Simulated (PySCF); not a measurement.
## Two runs on C4H8OSi

System: C4H8OSi.
Method of run A: GIAO PBE0/6-31G* NMR shielding, non-relativistic, gas phase (PySCF 2.14.0).

The geometry comes from this level: PBE0-D3(BJ)/def2-SVP. Text and figures count atoms from 1; the logs count them from 0 in places.

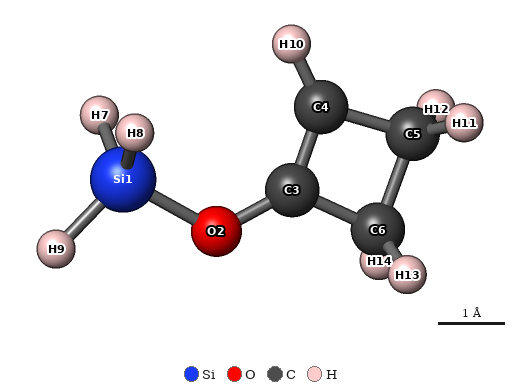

Fig. 1: The structure as given in the input (ball-and-stick view, seen at a tilt; atoms are numbered from 1 in the order of the input).

## Input file, run A
```
{"job": {"kind": "nmr", "xc": "PBE0", "basis": "6-31G*", "pop": true}, "charge": 0, "multiplicity": 1}
Si     2.393774    -0.136215     0.452247
O      0.915556     0.656385     0.271645
C     -0.258679     0.018997     0.206026
C     -0.681786    -1.258548     0.265185
C     -2.128393    -0.849849     0.085940
C     -1.618574     0.622697     0.020272
H      2.610134    -1.073205    -0.689192
H      2.409467    -0.901856     1.733244
H      3.420632     0.936550     0.461646
H     -0.191708    -2.226078     0.391498
H     -2.796968    -1.059307     0.937499
H     -2.616213    -1.201170    -0.838662
H     -1.962070     1.276844     0.837794
H     -1.781845     1.135548    -0.941353
```

The first line tells a small driver script what to run in PySCF; the rest is the geometry in Å.

Command:
```bash
OMP_NUM_THREADS=1 python <driver script> task.json out
```

Hardware: 1 CPU thread, shared host.

## Output (run A)
```
coarse grid: 12016 points
cycle   1  E = -521.4929814540  dE =  7.552e-01  |g| = 5.913e-01  |ddm| = 3.422e+00
cycle   2  E = -521.4297638542  dE =  6.322e-02  |g| = 8.286e-01  |ddm| = 1.218e+00
cycle   3  E = -521.5639174836  dE = -1.342e-01  |g| = 1.102e-01  |ddm| = 7.605e-01
cycle   4  E = -521.5661311294  dE = -2.214e-03  |g| = 4.602e-02  |ddm| = 1.361e-01
cycle   5  E = -521.5666210430  dE = -4.899e-04  |g| = 1.460e-02  |ddm| = 5.155e-02
cycle   6  E = -521.5666738287  dE = -5.279e-05  |g| = 2.586e-03  |ddm| = 1.530e-02
cycle   7  E = -521.5666754310  dE = -1.602e-06  |g| = 1.960e-04  |ddm| = 2.576e-03
final grid: 110944 points
cycle   8  E = -521.5072293542  dE = -1.282e-05  |g| = 8.594e-03  |ddm| = 1.965e-02
cycle   9  E = -521.5072096027  dE =  1.975e-05  |g| = 1.307e-02  |ddm| = 1.825e-02
cycle  10  E = -521.5072457244  dE = -3.612e-05  |g| = 1.599e-03  |ddm| = 1.144e-02
cycle  11  E = -521.5072463294  dE = -6.050e-07  |g| = 2.305e-04  |ddm| = 1.652e-03
cycle  12  E = -521.5072463395  dE = -1.010e-08  |g| = 1.077e-04  |ddm| = 2.689e-04
cycle  13  E = -521.5072463423  dE = -2.805e-09  |g| = 1.858e-05  |ddm| = 1.112e-04
cycle  14  E = -521.5072463424  dE = -8.242e-11  |g| = 2.703e-06  |ddm| = 2.439e-05
converged SCF energy = -521.5072463424

GIAO shielding tensors (ppm)
atom      isotropic    diamagn.    paramagn.     s11        s22        s33       span
  0 Si     421.260     880.743    -459.483    383.452    390.027    490.300    106.849
  1 O      232.701     393.034    -160.333    143.254    250.716    304.134    160.881
  2 C       50.894     246.355    -195.461    -37.140     73.285    116.536    153.676
  3 C       98.372     258.853    -160.481     26.370    123.299    145.448    119.078
  4 C      173.371     252.795     -79.424    158.275    175.803    186.035     27.759
  5 C      161.522     253.498     -91.976    147.905    161.080    175.581     27.676
  6 H       26.621      29.456      -2.835     23.558     25.214     31.091      7.533
  7 H       26.616      29.086      -2.470     23.548     25.191     31.108      7.560
  8 H       26.866      28.715      -1.849     23.680     25.278     31.641      7.961
  9 H       27.410      31.637      -4.227     24.748     26.006     31.475      6.728
 10 H       30.049      29.410       0.640     26.744     27.626     35.778      9.034
 11 H       30.046      29.724       0.322     26.747     27.629     35.763      9.016
 12 H       29.582      30.210      -0.628     26.551     27.807     34.388      7.837
 13 H       29.584      30.530      -0.946     26.564     27.805     34.382      7.818
```

The input of run B differs as follows (lines with − go, lines with + come):
```diff
-"basis": "6-31G*"
+"basis": "pcSseg-0"
```

Predict how the results change.

The total energy of run B is 547.2 kcal/mol higher, which measures the change of basis and not a stability. The HOMO goes from −6.20 to −6.52 eV. The LUMO goes from 0.46 to 0.52 eV. The dipole moment goes from 0.66 to 1.00 D. Of all shieldings, the largest change is that of C3, by −22.0 ppm. The number of SCF iterations is the same. The basis functions go from 104 to 74.

## Output (run B)
```
coarse grid: 12016 points
cycle   1  E = -520.5771433412  dE =  7.405e-01  |g| = 5.458e-01  |ddm| = 3.784e+00
cycle   2  E = -520.5155553266  dE =  6.159e-02  |g| = 8.104e-01  |ddm| = 1.512e+00
cycle   3  E = -520.6352836534  dE = -1.197e-01  |g| = 9.885e-02  |ddm| = 9.352e-01
cycle   4  E = -520.6371605085  dE = -1.877e-03  |g| = 4.449e-02  |ddm| = 1.600e-01
cycle   5  E = -520.6376303282  dE = -4.698e-04  |g| = 1.345e-02  |ddm| = 6.266e-02
cycle   6  E = -520.6376766002  dE = -4.627e-05  |g| = 1.832e-03  |ddm| = 1.780e-02
cycle   7  E = -520.6376774774  dE = -8.771e-07  |g| = 3.556e-04  |ddm| = 2.709e-03
final grid: 110944 points
cycle   8  E = -520.6352230840  dE = -1.778e-05  |g| = 4.669e-03  |ddm| = 2.564e-02
cycle   9  E = -520.6352195855  dE =  3.499e-06  |g| = 6.278e-03  |ddm| = 1.131e-02
cycle  10  E = -520.6352280130  dE = -8.427e-06  |g| = 1.096e-03  |ddm| = 7.048e-03
cycle  11  E = -520.6352282730  dE = -2.600e-07  |g| = 1.288e-04  |ddm| = 1.347e-03
cycle  12  E = -520.6352282751  dE = -2.135e-09  |g| = 9.363e-05  |ddm| = 2.525e-04
cycle  13  E = -520.6352282773  dE = -2.194e-09  |g| = 1.096e-05  |ddm| = 1.224e-04
cycle  14  E = -520.6352282773  dE = -3.229e-11  |g| = 2.867e-06  |ddm| = 1.898e-05
converged SCF energy = -520.6352282773

GIAO shielding tensors (ppm)
atom      isotropic    diamagn.    paramagn.     s11        s22        s33       span
  0 Si     405.608     877.438    -471.830    347.299    352.698    516.828    169.530
  1 O      243.256     402.217    -158.962     99.435    268.094    362.238    262.803
  2 C       28.920     248.235    -219.315    -74.668     50.920    110.508    185.176
  3 C       82.693     258.861    -176.168     -3.202    108.412    142.867    146.069
  4 C      171.695     257.499     -85.804    154.667    176.171    184.246     29.579
  5 C      157.049     247.530     -90.481    141.677    154.076    175.394     33.716
  6 H       27.476      28.752      -1.276     23.802     26.186     32.440      8.638
  7 H       27.464      28.663      -1.199     23.778     26.154     32.459      8.681
  8 H       27.573      28.724      -1.152     23.575     26.188     32.956      9.381
  9 H       28.502      30.689      -2.187     25.902     26.173     33.432      7.530
 10 H       30.740      31.165      -0.425     27.064     28.064     37.093     10.029
 11 H       30.739      30.778      -0.039     27.070     28.068     37.078     10.008
 12 H       30.033      29.863       0.171     26.273     28.306     35.520      9.247
 13 H       30.043      29.322       0.721     26.291     28.317     35.521      9.230
```

## The two runs side by side

| quantity | run A | run B |
| --- | --- | --- |
| outcome | converged | converged |
| total energy (hartree) | −521.507246 | −520.635228 |
| HOMO (eV) | −6.20 | −6.52 |
| LUMO (eV) | 0.46 | 0.52 |
| dipole moment (D) | 0.66 | 1.00 |
| shielding of Si1 (ppm) | 421.3 | 405.6 |
| shielding of O2 (ppm) | 232.7 | 243.3 |
| shielding of C3 (ppm) | 50.9 | 28.9 |
| shielding of C4 (ppm) | 98.4 | 82.7 |
| shielding of C5 (ppm) | 173.4 | 171.7 |
| shielding of C6 (ppm) | 161.5 | 157.0 |
| shielding of H10 (ppm) | 27.4 | 28.5 |
| SCF iterations | 14 | 14 |
| basis functions | 104 | 74 |
| wall time (shared host) | 15 s | 10 s |
